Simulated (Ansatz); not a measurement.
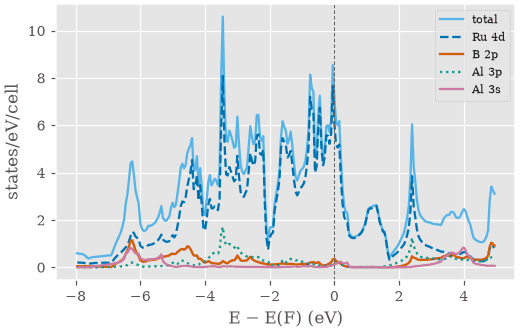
Total and projected density of states of AlBRu$_{3}$ (cubic perovskite, Pm-3m), DFT-PBEsol in the program Ansatz with PAW potentials

Q: Which orbitals carry the states next to the Fermi level?

A: Within 0.5 eV of the Fermi level: Ru 4d 89 %. Projections are on Löwdin-orthogonalised atomic valence shells; empty p or d shells of many metals are not among them.

Q: Where is the tallest occupied peak in this window, and what makes it?

A: Near -3.4 eV, about 11 states/eV per cell; the largest projected share is Ru 4d.

The start of the workflow was typed in or built on a structure type; neither database checked (COD, Materials Project) lists it. Its standing as an ambient phase is unchecked. Symmetry was held in the PBEsol relaxation. At this level the phase is dynamically unstable (imaginary phonons). The run is not spin-polarised. The volume moved by -16 % from the start of the relaxation. Spin–orbit coupling is left out wherever it is not named.

Potentials: the later of the program's two PAW sets.
